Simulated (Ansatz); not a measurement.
The figure comes from a scan of PbS (rock salt): the crystal slips on the {100} plane by x·a + y·b in the surface cell, no atom relaxing, γ being the energy change per area. All values below come from PBE (plane waves to 420 eV, PAW, scalar-relativistic; Ansatz, a program for electronic structure). k mesh 7×7×7 (Γ-centred), Fermi-Dirac smearing 0.05 eV. E is the zero-smearing estimate. As the smearing reaches across the gap at some points, the k mesh leaves noise in γ, roughly 0.02 J/m² as judged from a few cases. Faults lie only 9.0 Å apart, and holding the cell height and the atoms raises γ above its relaxed value. PbS was relaxed with its symmetry unable to fall. Spin-orbit coupling is left out, though Pb is heavy. γ is measured from zero shift.

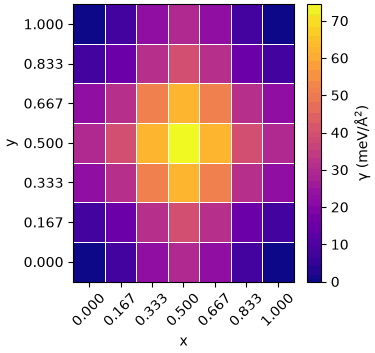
Figure. γ (meV/Å²), one tile a computed point (the last row and column repeat the first).

**Question.** Read the plotted values off the figure, to the accuracy that the plot allows.

**Answer.** To the nearest 10:

γ (meV/Å²), with x across and y down:

```
y \ x  0.000  0.167  0.333  0.500  0.667  0.833
-----  -----  -----  -----  -----  -----  -----
0.000      0     10     20     30     20     10
0.167     10     20     30     40     30     20
0.333     20     30     50     60     50     30
0.500     30     40     60     70     60     40
0.667     20     30     50     60     50     30
0.833     10     20     30     40     30     20
```

(The slope of γ gives the shear force per area between the displaced halves; near zero shift its curvature is an elastic stiffness.)
